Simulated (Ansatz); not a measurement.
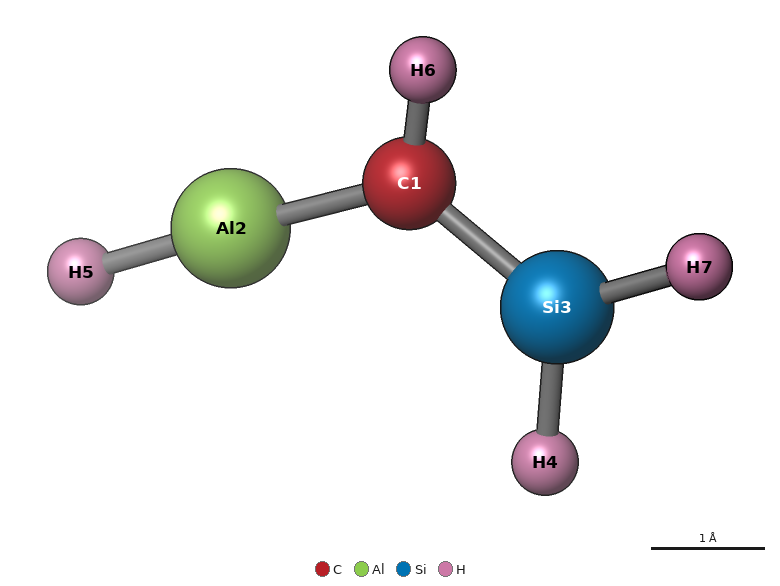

Orthographic view. Distant atoms are faded towards the background colour. Charge +1, singlet. Computed geometry: PBE0-D4/def2-TZVP optimisation. No frequency run is at hand to confirm it as a minimum.

Write a Z-matrix (Å, degrees) in the order of the atom numbers, with these reference atoms: 2 to 1; 3 to 1, 2; 4 to 3, 1, 2; 5 to 2, 3, 4; 6 to 1, 3, 4; 7 to 3, 4, 1.

```
C  
Al   1   1.830
Si   1   1.720   2   124.6
H    3   1.476   1   120.0   2     0.0
H    2   1.556   3   151.4   4     0.0
H    1   1.091   3   117.6   4   180.0
H    3   1.473   4   117.0   1   180.0
```
